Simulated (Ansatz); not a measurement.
**Pressure series in BaTiO3**

The reference is BaTiO$_{3}$ in the cubic perovskite structure (space group Pm-3m, No. 221; a = 3.970 Å).

Cell and atoms are relaxed at each pressure.

Method: DFT with PBEsol, PAW potentials and a 420 eV plane-wave cutoff in Ansatz (a first-principles code), no spin-orbit coupling.

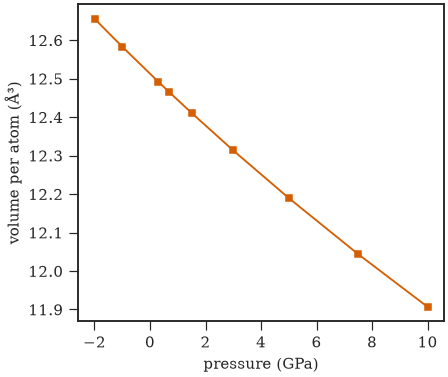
Figure. Volume against pressure

**Question.** Estimate the zero-pressure bulk modulus from the plot.

**Answer.** About 180 GPa; a third-order Birch–Murnaghan fit to the points gives V₀ = 12.51 Å³/atom, B₀ = 180 GPa and B₀′ = 4.5.

Measured bulk modulus of BaTiO3: 162 GPa (temperature not stated; as listed in Yu-ichiro Matsushita, Kazuma Nakamura, Atsushi Oshiyama, Physical Review B (2011)); the computed value is for a static lattice, so the two differ by thermal effects too.

Between the base and pressure 10 GPa the gap moves from 1.82 eV to 1.92 eV, a mean slope of 9.9 meV/GPa.

Load acts through the strain it causes; cell and atoms are relaxed under it. Stability against distortions was not tested. Competing high-pressure phases were not computed. All final runs are without spin polarisation. Many cubic perovskites are stable only at high temperature; tilts and polar distortions were not tested. This is not the structure that BaTiO3 has at room temperature and ambient pressure.
